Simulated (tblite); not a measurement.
# C5H13F3GaN: the cost of one run

The runs use tblite 0.8.0 and PySCF 2.14.0, with density-fitted response routines of our own; the level of theory stands in each step. All values are computed, except where a source is named. Atoms count from 0, in the outputs and in this text.

### 1 The molecule as given

23 atoms, charge 0, multiplicity 1; geometry from: force field or distance geometry start.

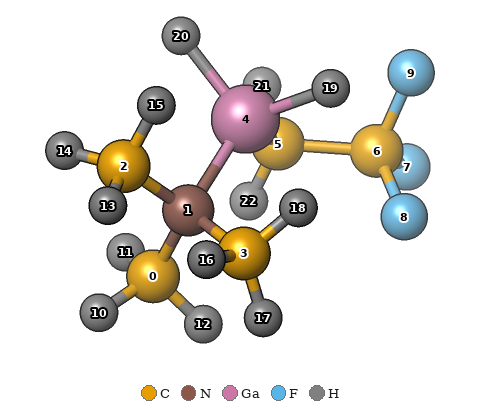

As it starts; carbon amber, nitrogen brown, gallium pink, fluorine blue, hydrogen grey, atoms numbered.

### 2 Relaxing the molecule with GFN2-xTB

Job settings and geometry (Å):

```
{"job": {"kind": "relax", "xc": "GFN2-xTB", "basis": "xTB"}, "charge": 0, "multiplicity": 1}
C     -1.080900     1.031100    -1.094700
N     -1.101700     0.010600    -0.109400
C     -2.206800     0.138900     0.846500
C     -1.394800    -1.241800    -0.809800
Ga     0.440000    -0.112500     0.990200
C      2.036800     0.810500     0.303100
C      3.056100    -0.260600    -0.106400
F      4.221000     0.266700    -0.586900
F      2.489700    -1.093800    -1.079300
F      3.355800    -1.016400     1.017000
H     -2.112600     1.340400    -1.423600
H     -0.594000     1.956300    -0.762500
H     -0.526500     0.702300    -1.999800
H     -3.140000    -0.245100     0.403600
H     -2.328100     1.188400     1.189300
H     -1.914500    -0.517600     1.704700
H     -2.489600    -1.464800    -0.677800
H     -1.207500    -1.203300    -1.870900
H     -0.829000    -2.033700    -0.262300
H      0.811100    -1.661900     1.294700
H      0.079900     0.548600     2.433900
H      2.547700     1.381300     1.140700
H      1.882900     1.503600    -0.530300
```

Run with:

```console
$ OMP_NUM_THREADS=1 python probes_run.py task.json out
```

The driver reads the jobs from task.json and runs them one after another.

**Question.** How long does this first job take on 1 thread of Intel Xeon at 2.50GHz, shared host, and how much memory does it need?

About 5.7 s, with a peak of 0.18 GiB.
